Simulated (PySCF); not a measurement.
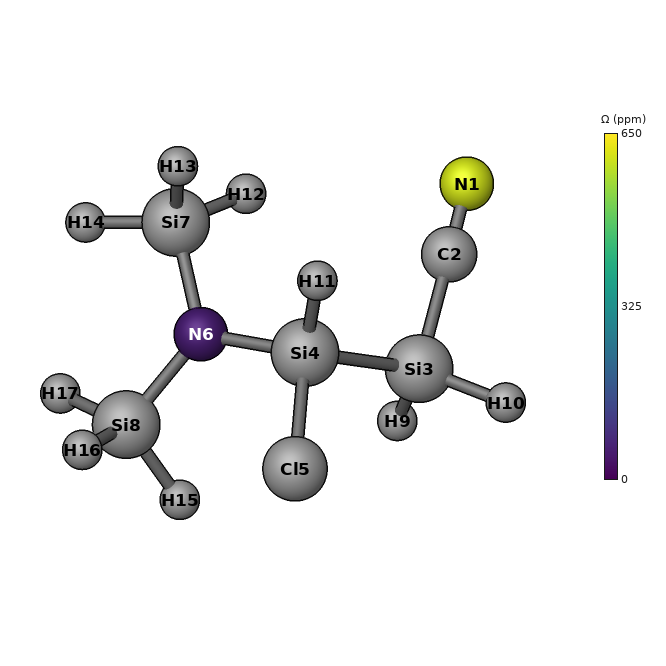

The N atoms are coloured by the span of their shielding tensor. The geometry was computed by an optimisation with GFN2-xTB. No frequency run is at hand to confirm it as a minimum. Method: GIAO PBE0/pcSseg-1 NMR shielding, non-relativistic, gas phase (PySCF 2.14.0). Principal shieldings σ11 ≤ σ22 ≤ σ33, span Ω = σ33 − σ11, skew κ = 3(σiso − σ22)/Ω.

Question: Which N atom has the most anisotropic shielding?

Answer: N1, with a span of 603 ppm.

Give the shielding tensors of the N atoms.

```json
{"atom": "N1", "σ11": "−307.4", "σ22": "−302.6", "σ33": "295.2", "σiso": "−104.9", "Ω": "602.6", "κ": "0.98"}
{"atom": "N6", "σ11": "229.4", "σ22": "266.7", "σ33": "283.2", "σiso": "259.7", "Ω": "53.8", "κ": "−0.39"}
```

Shieldings and span in ppm.

The geometry is semi-empirical. Around Si such bond lengths and angles can be off by a tenth of an ångström or more and by several degrees, and values that hang on the shape move with them.
